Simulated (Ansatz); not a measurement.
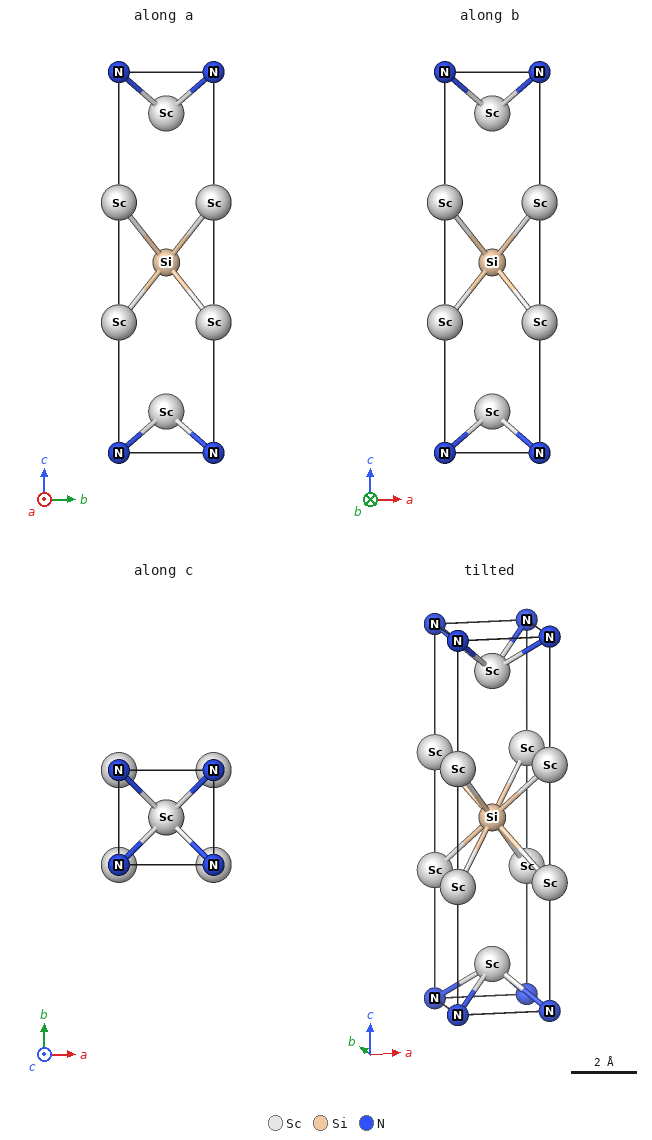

We look at a ball-and-stick model of the crystal along the a axis, along the b axis, along the c axis and slightly off an axis. The frame is the conventional unit cell; atoms at its boundary are shown with their periodic copies.

Lattice parameters: a = 2.946 Å, b = 2.946 Å, c = 11.842 Å, α = 90.00°, β = 90.00°, γ = 90.00°.

Convert the drawing into a table of Wyckoff sites, with free fractional coordinates to two decimals.

Space group P4/mmm (No. 123).
```json
{"atom": "Sc", "site": "2h", "x": "0.50", "y": "0.50", "z": "0.11"}
{"atom": "Sc", "site": "2g", "x": "0.00", "y": "0.00", "z": "0.66"}
{"atom": "Si", "site": "1d", "x": "0.50", "y": "0.50", "z": "0.50"}
{"atom": "N", "site": "1a", "x": "0.00", "y": "0.00", "z": "0.00"}
```

The structure was taken from a structure type filled with these elements by a generator (whether the compound takes this form wasn't checked). Earlier steps of the study may have refined or changed the cell and positions. It went into a calculation with Ansatz.
